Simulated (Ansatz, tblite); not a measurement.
# InH2(CCH) (C₂H₃In): charged states by level of theory

Aim: the energy of removing an electron for InH2(CCH) (C₂H₃In), by energy differences, and how well orbital energies stand in for it.

Computed with Ansatz 0.2.0, Gaussian basis. Level: as each input shows.

The runs, in order: charge +1 doublet, at the geometry of the singlet (PBE0-D4/def2-TZVP, PBE-D4/def2-TZVP, r2SCAN-D4/def2-TZVP, CCSD(T)/def2-TZVPP); charge +1 doublet, relaxed (PBE0-D4/def2-TZVP, PBE-D4/def2-TZVP); the starting singlet's energies come from earlier runs.

1 further run of the same task is left out (it didn't finish). Runs told in other sessions of the task aren't counted.

## 1. The relaxed structure

The singlet was relaxed beforehand with PBE-D4/def2-TZVP.

6 atoms, charge 0, spin multiplicity 1.

Atoms are counted from 1 here; the program's logs count them from 0.

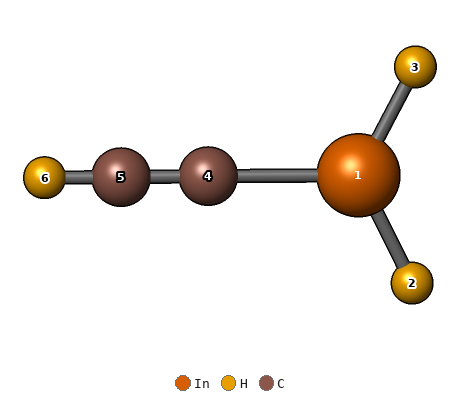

The structure; indium orange, hydrogen amber, carbon brown; atoms are numbered from 1 in the order of the file.

In takes a core potential in the def2 sets. No spin-orbit coupling is included.

## 2. Charge +1 doublet at the fixed geometry, first pass, PBE0-D4/def2-SVP

The input, in.yaml:

```yaml
crystal:
  periodic: [false, false, false]
  atoms:
    - {symbol: In, position_ang: [0.691044, 1.196121, -0.001318]}
    - {symbol: H, position_ang: [2.411567, 1.092347, 0.033867]}
    - {symbol: H, position_ang: [-0.248819, 2.640820, -0.041356]}
    - {symbol: C, position_ang: [-0.367693, -0.626533, 0.004119]}
    - {symbol: C, position_ang: [-0.974464, -1.686915, 0.003369]}
    - {symbol: H, position_ang: [-1.511645, -2.615840, 0.001329]}
basis:
  gaussian: {orbitals: def2-SVP}
total_charge: 1
magnetization: {spin_polarized: true, initial_magnetization: 1}
hamiltonian: {xc: pbe0, dispersion: d4}
output: {orbitals: {seedname: orbitals}}
```

Launch:

```bash
ansatz run in.yaml --threads 4 --pin off --events-out ev --progress --plain --max-ram 3916MiB
```

What it wrote:

```text
Functional definition: PBE0
  name "PBE0"
  cite "Adamo & Barone, J. Chem. Phys. 110, 6158 (1999) doi:10.1063/1.478522"
  cite "Perdew, Burke & Ernzerhof, Phys. Rev. Lett. 77, 3865 (1996) doi:10.1103/PhysRevLett.77.3865"
  parent pbe
  parameter a = 0.25
  parameter kappa = 0.804
  parameter beta = 0.06672455060314922
  exchange = (1 - a)*pbe_x(kappa = kappa, mu = beta*pi^2/3) + a*exact_x
  correlation = pbe_c(beta = beta)
784 factors; integrals over basis functions are off by at most 1.3e-3 eV
mean field evaluation 1: about -7267.1913 eV, gradient 4.1e1 eV
mean field evaluation 2: about -7157.6501 eV, gradient 9.6e1 eV
mean field evaluation 4: about -7277.2860 eV, gradient 1.9e1 eV
mean field evaluation 8: about -7279.4904 eV, gradient 8.2e-1 eV
mean field evaluation 16: about -7279.5997 eV, gradient 6.8e-3 eV
mean field -7279.59970222 eV, -267.5203547668 hartree, gradient 1.8e-5 eV, S^2 0.761810; 2 other end points of the search recorded, 0 dependent functions left out
reference -7279.59973458 eV, -267.5203559560 hartree; 18, 17 occupied and 51, 52 virtual orbitals, 784 factors
Total energy: -7279.66495171 eV, -267.5227526411 hartree
```

Run time: 1.4 s. Hardware: 4 threads of Arm Neoverse V1, shared host.

Report: HOMO -13.89 eV, LUMO -11.88 eV (over both spins); ⟨S²⟩ 0.762 (pure: 0.75).

## 3. Charge +1 doublet at the fixed geometry, PBE0-D4/def2-TZVP

start.molden holds the orbitals of an earlier run on this state, given as this run's starting guess.

Edit in.yaml of step 2 so:

```diff
@@ -10,3 +10,3 @@
 basis:
-  gaussian: {orbitals: def2-SVP}
+  gaussian: {orbitals: def2-TZVP, initial_orbitals: start.molden}
 total_charge: 1
@@ -14,2 +14,3 @@
 hamiltonian: {xc: pbe0, dispersion: d4}
+scf: {omitted_lower_state_checks: [starts]}
 output: {orbitals: {seedname: orbitals}}
```

Launched as before.

What it wrote:

```text
Functional definition: PBE0
  name "PBE0"
  cite "Adamo & Barone, J. Chem. Phys. 110, 6158 (1999) doi:10.1063/1.478522"
  cite "Perdew, Burke & Ernzerhof, Phys. Rev. Lett. 77, 3865 (1996) doi:10.1103/PhysRevLett.77.3865"
  parent pbe
  parameter a = 0.25
  parameter kappa = 0.804
  parameter beta = 0.06672455060314922
  exchange = (1 - a)*pbe_x(kappa = kappa, mu = beta*pi^2/3) + a*exact_x
  correlation = pbe_c(beta = beta)
these checks for a lower state are left out or cut short: starts
973 factors; their error is unknown
mean field evaluation 1: about -7280.9360 eV, gradient 5.0e1 eV
mean field evaluation 2: about -7282.1691 eV, gradient 1.2e0 eV
mean field evaluation 4: about -7282.2238 eV, gradient 2.8e-1 eV
mean field evaluation 8: about -7282.2240 eV, gradient 2.5e-5 eV
mean field -7282.22395269 eV, -267.6167941925 hartree, gradient 3.8e-6 eV, S^2 0.761330; 0 other end points of the search recorded, 0 dependent functions left out
reference -7282.22398307 eV, -267.6167953092 hartree; 18, 17 occupied and 112, 113 virtual orbitals, 973 factors
Total energy: -7282.28920020 eV, -267.6191919943 hartree
Checks for a lower state left out: starts
```

It took 2.3 s on 4 threads of Arm Neoverse V1, shared host.

From the report: HOMO -13.84 eV, LUMO -11.82 eV (over both spins); ⟨S²⟩ 0.761 (pure: 0.75).

## 4. Charge +1 doublet at the fixed geometry, PBE-D4/def2-TZVP

Edit in.yaml of step 3 so:

```diff
@@ -13,3 +13,3 @@
 magnetization: {spin_polarized: true, initial_magnetization: 1}
-hamiltonian: {xc: pbe0, dispersion: d4}
+hamiltonian: {xc: pbe, dispersion: d4}
 scf: {omitted_lower_state_checks: [starts]}
```

The command is unchanged.

What it wrote:

```text
Functional definition: PBE
  name "PBE"
  cite "Perdew, Burke & Ernzerhof, Phys. Rev. Lett. 77, 3865 (1996) doi:10.1103/PhysRevLett.77.3865"
  parent pbe
  parameter kappa = 0.804
  parameter beta = 0.06672455060314922
  exchange = pbe_x(kappa = kappa, mu = beta*pi^2/3)
  correlation = pbe_c(beta = beta)
these checks for a lower state are left out or cut short: starts
880 factors; their error is unknown
mean field evaluation 1: about -7282.2383 eV, gradient 4.8e0 eV
mean field evaluation 2: about -7282.3468 eV, gradient 1.9e-1 eV
mean field evaluation 4: about -7282.3333 eV, gradient 5.5e-3 eV
mean field evaluation 8: about -7282.3333 eV, gradient 6.8e-5 eV
mean field -7282.33330611 eV, -267.6208128568 hartree, gradient 2.0e-5 eV, S^2 0.755520; 0 other end points of the search recorded, 0 dependent functions left out
reference -7282.33334751 eV, -267.6208143780 hartree; 18, 17 occupied and 112, 113 virtual orbitals, 880 factors
Total energy: -7282.41045118 eV, -267.6236478859 hartree
Checks for a lower state left out: starts
```

Run time: 1.7 s. Hardware: 4 threads of Arm Neoverse V1, shared host.

HOMO -13.13 eV, LUMO -12.44 eV (over both spins); ⟨S²⟩ 0.756 (pure: 0.75).

## 5. Charge +1 doublet at the fixed geometry, r2SCAN-D4/def2-TZVP

Edit in.yaml of step 4 so:

```diff
@@ -13,3 +13,3 @@
 magnetization: {spin_polarized: true, initial_magnetization: 1}
-hamiltonian: {xc: pbe, dispersion: d4}
+hamiltonian: {xc: r2scan, dispersion: d4}
 scf: {omitted_lower_state_checks: [starts]}
```

Launched as before.

What it wrote:

```text
Functional definition: r2SCAN
  name "r2SCAN"
  cite "Furness, Kaplan, Ning, Perdew & Sun, J. Phys. Chem. Lett. 11, 8208 (2020) doi:10.1021/acs.jpclett.0c02405"
  cite "Furness, Kaplan, Ning, Perdew & Sun, J. Phys. Chem. Lett. 11, 9248 (2020) doi:10.1021/acs.jpclett.0c03077"
  parent r2scan
  parameter k0 = 0.174
  parameter k1 = 0.065
  parameter a1 = 4.9479
  exchange = r2scan_x(k0 = k0, k1 = k1, a1 = a1)
  correlation = r2scan_c
these checks for a lower state are left out or cut short: starts
880 factors; their error is unknown
mean field evaluation 1: about -7285.7040 eV, gradient 3.1e0 eV
mean field evaluation 2: about -7285.7388 eV, gradient 6.7e-2 eV
mean field evaluation 4: about -7285.7260 eV, gradient 1.7e-3 eV
mean field evaluation 8: about -7285.7260 eV, gradient 9.0e-5 eV
mean field -7285.72601272 eV, -267.7454925252 hartree, gradient 7.9e-6 eV, S^2 0.761174; 0 other end points of the search recorded, 0 dependent functions left out
reference -7285.72602590 eV, -267.7454930094 hartree; 18, 17 occupied and 112, 113 virtual orbitals, 880 factors
Total energy: -7285.74314837 eV, -267.7461222487 hartree
Checks for a lower state left out: starts
```

It took 3.8 s on 4 threads of Arm Neoverse V1, shared host.

HOMO -13.28 eV, LUMO -12.34 eV (over both spins); ⟨S²⟩ 0.761 (pure: 0.75).

## 6. Charge +1 doublet at the fixed geometry, CCSD(T)/def2-TZVPP

Edit in.yaml of step 5 so:

```diff
@@ -10,7 +10,7 @@
 basis:
-  gaussian: {orbitals: def2-TZVP, initial_orbitals: start.molden}
+  gaussian: {orbitals: def2-TZVPP, initial_orbitals: start.molden}
 total_charge: 1
 magnetization: {spin_polarized: true, initial_magnetization: 1}
-hamiltonian: {xc: r2scan, dispersion: d4}
-scf: {omitted_lower_state_checks: [starts]}
+correlation: {method: ccsd_t}
+scf: {omitted_lower_state_checks: [starts, cluster_reference]}
 output: {orbitals: {seedname: orbitals}}
```

Same command.

What it wrote, cut to the lines that bear on the results:

```text
Functional definition: HF
  name "HF"
  cite "Fock, Z. Phys. 61, 126 (1930) doi:10.1007/BF01340294"
  parent pbe
[...]
1100 factors; integrals over basis functions are off by at most 1.1e-3 eV
[...]
mean field -7246.71305211 eV, -266.3117926664 hartree, gradient 5.0e-6 eV, S^2 0.759622; 0 other end points of the search recorded, 0 dependent functions left out
6 core orbitals not correlated: weight in the atoms' cores, before any rotation towards them, 1.000 or more for the frozen orbitals, at most 0.000 for the correlated occupied ones
reference -7246.71305211 eV, -266.3117926664 hartree; 12, 11 occupied and 136, 137 virtual orbitals, 1100 factors
second order -14.31749785 eV of doubles, -0.00000000 eV of singles
cycle   1  -14.55099917 eV  change   -2.3e-1 eV  update   1.0e-1
[...]
cycle  15  -15.13175986 eV  change    5.3e-6 eV  update   5.3e-6
perturbative correction -0.57938519 eV, -0.0212920132 hartree
Total energy: -7262.42419716 eV, -266.8891665979 hartree
Checks for a lower state left out: starts, cluster_reference
```

It took 74 s on 4 threads of Arm Neoverse V1, shared host; peak memory 2.8 GiB.

From the report: Hartree-Fock HOMO -15.88 eV, LUMO -7.25 eV (over both spins); ⟨S²⟩ 0.760 (pure: 0.75); T1 0.038.

## 7. Vertical ionisation energy

Charged state less starting state, singlet to doublet; the starting state's energies are those of its earlier runs.

Differences are taken before rounding.

| method | vertical ionisation energy (eV) | from CCSD(T)/def2-TZVPP (eV) | time |
| --- | --- | --- | --- |
| HF/def2-TZVPP | 8.72 | -1.45 |  |
| PBE-D4/def2-TZVP | 9.54 | -0.63 | 2.5 s |
| r2SCAN-D4/def2-TZVP | 9.61 | -0.57 | 5.5 s |
| PBE0-D4/def2-TZVP | 9.79 | -0.38 | 3.6 s |
| MP2/def2-TZVPP | 10.53 | +0.35 |  |
| CCSD/def2-TZVPP | 10.05 | -0.12 |  |
| CCSD(T)/def2-TZVPP | 10.18 | 0 | 90 s |

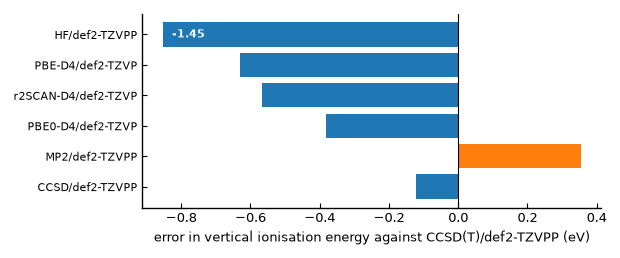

Deviations from CCSD(T)/def2-TZVPP, method by method. Bars with a number in them are cut short.

Times add the two runs; a level without a time comes out of a correlated run.

Beside −ε(HOMO) of the starting state:

| level | −ε(HOMO) (eV) | by difference (eV) | mismatch (eV) |
| --- | --- | --- | --- |
| PBE-D4/def2-TZVP | 6.56 | 9.54 | -2.99 |
| r2SCAN-D4/def2-TZVP | 6.78 | 9.61 | -2.83 |
| PBE0-D4/def2-TZVP | 7.72 | 9.79 | -2.07 |

## 8. Relaxing the charge +1 doublet

Edit in.yaml of step 6 so:

```diff
@@ -10,7 +10,8 @@
 basis:
-  gaussian: {orbitals: def2-TZVPP, initial_orbitals: start.molden}
+  gaussian: {orbitals: def2-TZVP}
 total_charge: 1
 magnetization: {spin_polarized: true, initial_magnetization: 1}
-correlation: {method: ccsd_t}
-scf: {omitted_lower_state_checks: [starts, cluster_reference]}
+hamiltonian: {xc: pbe, dispersion: d4}
+scf: {lower_state_search: "off"}
 output: {orbitals: {seedname: orbitals}}
+relax: {f_tol: 0.02, max_steps: 100}
```

Launched as before.

What it wrote, cut to the lines that bear on the results:

```text
Functional definition: PBE
  name "PBE"
  cite "Perdew, Burke & Ernzerhof, Phys. Rev. Lett. 77, 3865 (1996) doi:10.1103/PhysRevLett.77.3865"
  parent pbe
[...]
880 factors; their error is unknown
[...]
mean field -7282.33330611 eV, -267.6208128568 hartree, gradient 6.0e-6 eV, S^2 0.755520; 0 other end points of the search recorded, 0 dependent functions left out
[...]
reference -7282.33334751 eV, -267.6208143780 hartree; 18, 17 occupied and 112, 113 virtual orbitals, 880 factors
relax step   1: F+E_penalty+E_count = -7282.41040979 eV  Δ(F+E_penalty+E_count) = +0.000e0 eV  max|allowed force component| = 1.861e0 eV/Å  Δτ_max = 0.0000 Å  (23 SCF iters, accepted)
[...]
relax step   6: F+E_penalty+E_count = -7282.50983013 eV  Δ(F+E_penalty+E_count) = -4.670e-5 eV  max|allowed force component| = 2.191e-2 eV/Å  Δτ_max = 0.0015 Å  (26 SCF iters, accepted)
[...]
relax step   7: F+E_penalty+E_count = -7282.50983533 eV  Δ(F+E_penalty+E_count) = -5.204e-6 eV  max|allowed force component| = 1.510e-2 eV/Å  Δτ_max = 0.0012 Å  (26 SCF iters, accepted)
Total energy: -7282.50987638 eV, -267.6273016945 hartree
Atom 0 at     0.606292     1.058740    -0.002285 Å, force     0.002468     0.005586     0.001682 eV/Å
Atom 1 at     2.333409     1.400537     0.029325 Å, force     0.002029     0.000924    -0.000502 eV/Å
Atom 2 at     0.060516     2.729456    -0.035011 Å, force     0.000334     0.001608    -0.000554 eV/Å
Atom 3 at    -0.410173    -0.705417     0.000790 Å, force    -0.008449    -0.015105    -0.000522 eV/Å
Atom 4 at    -1.025131    -1.774184     0.002777 Å, force     0.001361     0.005358    -0.000264 eV/Å
Atom 5 at    -1.564923    -2.709132     0.004415 Å, force     0.002258     0.001629     0.000160 eV/Å
Dipole moment:    -0.144825    -0.253074     0.000340 e Å
Checks for a lower state left out: stability, starts, cluster_reference, orbital_swaps, neighbouring_geometries, increment
```

It took 8.5 s on 4 threads of Arm Neoverse V1, shared host.

The steps of the relaxation:

| step | energy from step 1 (eV) | largest force component (eV/Å) |
| --- | --- | --- |
| 1 | 0.0000 | 1.8615 |
| 2 | -0.0639 | 0.3246 |
| 3 | -0.0896 | 0.6326 |
| 4 | -0.0987 | 0.2610 |
| 5 | -0.0994 | 0.0527 |
| 6 | -0.0994 | 0.0219 |
| 7 | -0.0994 | 0.0151 |

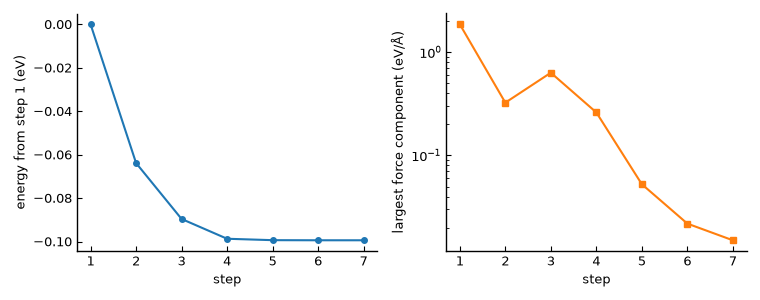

Energy and force, step by step.

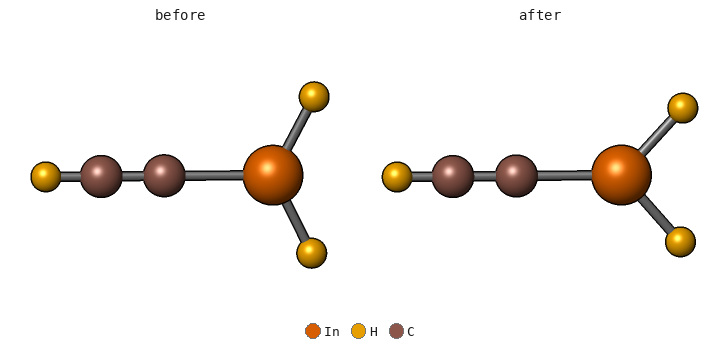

The geometry before (left) and after (right).

Close pairs (by a distance rule), those that changed most:

| bond | before (Å) | after (Å) | change (Å) |
| --- | --- | --- | --- |
| In1–C4 | 2.108 | 2.036 | -0.072 |
| In1–H2 | 1.724 | 1.761 | +0.037 |
| In1–H3 | 1.724 | 1.758 | +0.034 |
| C4–C5 | 1.222 | 1.233 | +0.011 |
| C5–H6 | 1.073 | 1.080 | +0.007 |

## 9. Charge +1 doublet, PBE0-D4/def2-TZVP

The input, in.yaml:

```yaml
crystal:
  periodic: [false, false, false]
  atoms:
    - {symbol: In, position_ang: [0.606292, 1.058740, -0.002285]}
    - {symbol: H, position_ang: [2.333409, 1.400537, 0.029325]}
    - {symbol: H, position_ang: [0.060516, 2.729456, -0.035011]}
    - {symbol: C, position_ang: [-0.410173, -0.705417, 0.000790]}
    - {symbol: C, position_ang: [-1.025131, -1.774184, 0.002777]}
    - {symbol: H, position_ang: [-1.564923, -2.709132, 0.004415]}
basis:
  gaussian: {orbitals: def2-TZVP, initial_orbitals: start.molden}
total_charge: 1
magnetization: {spin_polarized: true, initial_magnetization: 1}
hamiltonian: {xc: pbe0, dispersion: d4}
scf: {omitted_lower_state_checks: [starts]}
output: {orbitals: {seedname: orbitals}}
```

Same command.

What it wrote:

```text
Functional definition: PBE0
  name "PBE0"
  cite "Adamo & Barone, J. Chem. Phys. 110, 6158 (1999) doi:10.1063/1.478522"
  cite "Perdew, Burke & Ernzerhof, Phys. Rev. Lett. 77, 3865 (1996) doi:10.1103/PhysRevLett.77.3865"
  parent pbe
  parameter a = 0.25
  parameter kappa = 0.804
  parameter beta = 0.06672455060314922
  exchange = (1 - a)*pbe_x(kappa = kappa, mu = beta*pi^2/3) + a*exact_x
  correlation = pbe_c(beta = beta)
these checks for a lower state are left out or cut short: starts
973 factors; their error is unknown
mean field evaluation 1: about -7282.1375 eV, gradient 4.9e0 eV
mean field evaluation 2: about -7282.2272 eV, gradient 1.1e-1 eV
mean field evaluation 4: about -7282.2743 eV, gradient 1.9e-3 eV
mean field evaluation 8: about -7282.2743 eV, gradient 6.6e-5 eV
mean field -7282.27429073 eV, -267.6186440815 hartree, gradient 9.5e-6 eV, S^2 0.773806; 0 other end points of the search recorded, 0 dependent functions left out
reference -7282.27431987 eV, -267.6186451526 hartree; 18, 17 occupied and 112, 113 virtual orbitals, 973 factors
Total energy: -7282.33916160 eV, -267.6210280421 hartree
Checks for a lower state left out: starts
```

Run time: 2 s. Hardware: 4 threads of Arm Neoverse V1, shared host.

HOMO -13.55 eV, LUMO -11.42 eV (over both spins); ⟨S²⟩ 0.774 (pure: 0.75).

## 10. Charge +1 doublet, PBE-D4/def2-TZVP

Edit in.yaml of step 9 so:

```diff
@@ -13,3 +13,3 @@
 magnetization: {spin_polarized: true, initial_magnetization: 1}
-hamiltonian: {xc: pbe0, dispersion: d4}
+hamiltonian: {xc: pbe, dispersion: d4}
 scf: {omitted_lower_state_checks: [starts]}
```

Same command.

What it wrote:

```text
Functional definition: PBE
  name "PBE"
  cite "Perdew, Burke & Ernzerhof, Phys. Rev. Lett. 77, 3865 (1996) doi:10.1103/PhysRevLett.77.3865"
  parent pbe
  parameter kappa = 0.804
  parameter beta = 0.06672455060314922
  exchange = pbe_x(kappa = kappa, mu = beta*pi^2/3)
  correlation = pbe_c(beta = beta)
these checks for a lower state are left out or cut short: starts
880 factors; their error is unknown
mean field evaluation 1: about -7282.3618 eV, gradient 4.8e0 eV
mean field evaluation 2: about -7282.4480 eV, gradient 1.2e-1 eV
mean field evaluation 4: about -7282.4331 eV, gradient 1.1e-3 eV
mean field -7282.43306497 eV, -267.6244789272 hartree, gradient 6.1e-5 eV, S^2 0.759034; 0 other end points of the search recorded, 0 dependent functions left out
reference -7282.43310601 eV, -267.6244804356 hartree; 18, 17 occupied and 112, 113 virtual orbitals, 880 factors
Total energy: -7282.50987638 eV, -267.6273016943 hartree
Checks for a lower state left out: starts
```

Wall time 1.6 s (4 threads of Arm Neoverse V1, shared host).

From the report: HOMO -12.84 eV, LUMO -12.00 eV (over both spins); ⟨S²⟩ 0.759 (pure: 0.75).

## 11. Fields of the charge +1 doublet

The fields below are evaluated on a grid from the run's orbitals.

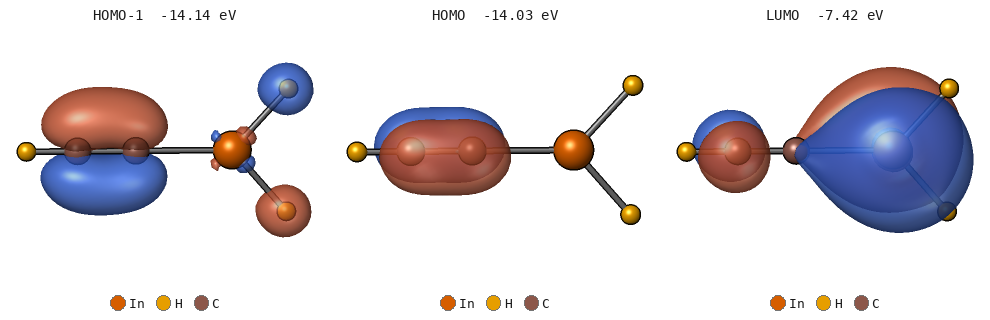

PBE0-D4/def2-TZVP orbitals (alpha spin) near the gap, drawn at the value that encloses 70 % of each; the two colours are the two signs.

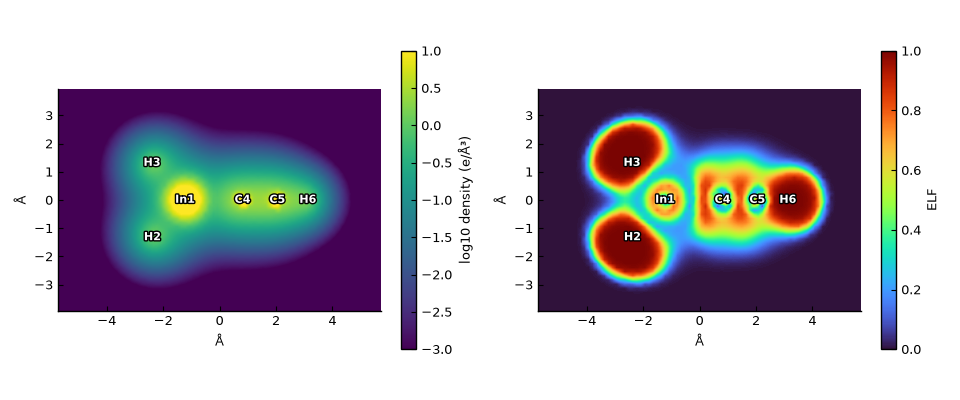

Density (left) and ELF (right) in a plane through or near 6 of the atoms.

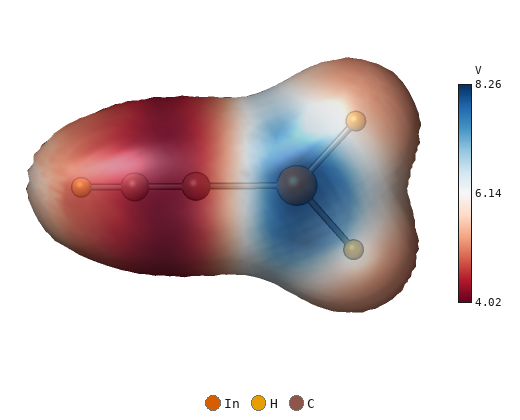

The potential that a unit positive charge feels on the 0.002 e/bohr³ surface, from 4.02 V near C5 to 8.26 V near In1.

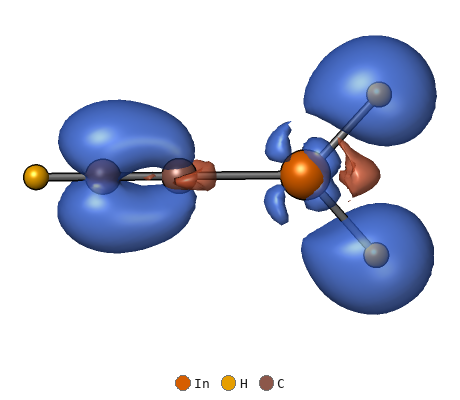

Spin density at ±0.02 e/Å³ (alpha excess blue, beta excess red).

## 12. Adiabatic ionisation energy

Charged state less starting state, singlet to doublet; the starting state's energies are those of its earlier runs.

| level | adiabatic ionisation energy (eV) | time |
| --- | --- | --- |
| PBE-D4/def2-TZVP | +9.44 | 2.4 s |
| PBE0-D4/def2-TZVP | +9.74 | 3.3 s |

Times add the two runs; a level without a time comes out of a correlated run.

## 13. What came out

```
                                             quantity                               value
 vertical ionisation energy, functionals in def2-TZVP  9.54 (PBE-D4) to 9.79 eV (PBE0-D4)
       vertical ionisation energy, CCSD(T)/def2-TZVPP                            10.18 eV
adiabatic ionisation energy, functionals in def2-TZVP  9.44 (PBE-D4) to 9.74 eV (PBE0-D4)
      relaxation of the cation side, PBE-D4/def2-TZVP                             0.10 eV
```

What this shows: The vertical ionisation energy spans 9.54 to 9.79 eV over the functionals, beside 10.18 eV from CCSD(T)/def2-TZVPP. −ε(HOMO) misses the level's own difference by -2.07 eV at best (PBE0-D4) and -2.99 eV at worst (PBE-D4). The reference is CCSD(T) in one finite basis, so it carries an error of its own, often a tenth of an eV or more, and near misses can't be ranked. The adiabatic ionisation energy spans 9.44 to 9.74 eV over the functionals. Relaxing the oxidised state gains 0.10 eV at PBE-D4/def2-TZVP.
